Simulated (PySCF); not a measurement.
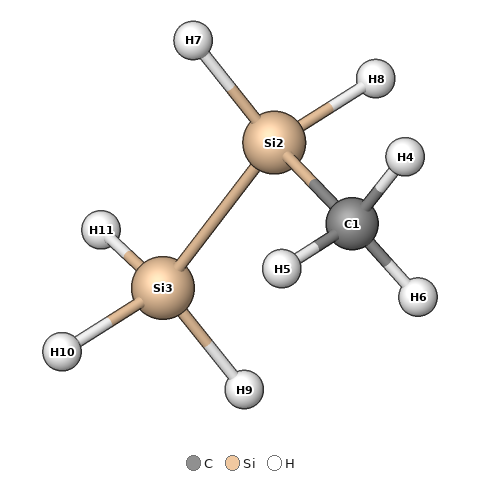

The molecule: CH₈Si₂, SMILES C[SiH2][SiH3].

Kohn-Sham orbital energies near the frontier, CAM-B3LYP/def2-SVPD with PySCF, at a GFN2-xTB geometry (no frequency check), isolated molecule; empty levels in grey, levels within 0.03 eV side by side.

Where do the frontier orbitals lie?

Answer. HOMO at −9.64 eV, LUMO at 0.92 eV, 10.56 eV apart.

How far below the HOMO does the next level lie?

Answer. 0.85 eV.

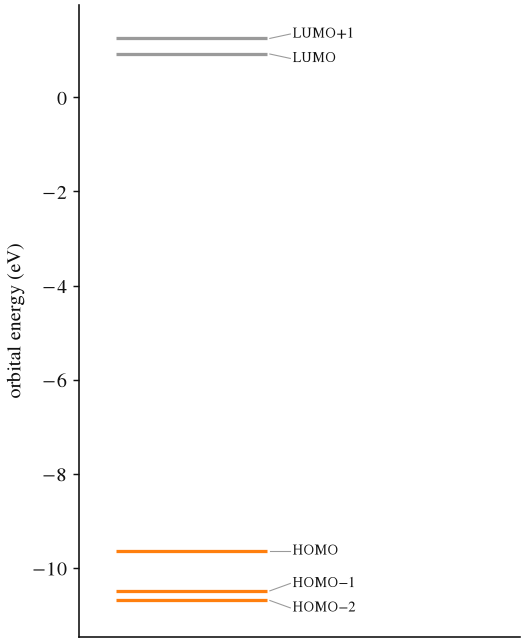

Note: the tight-binding geometry is rougher than a DFT one and adds to the error; empty levels above zero depend strongly on the basis.
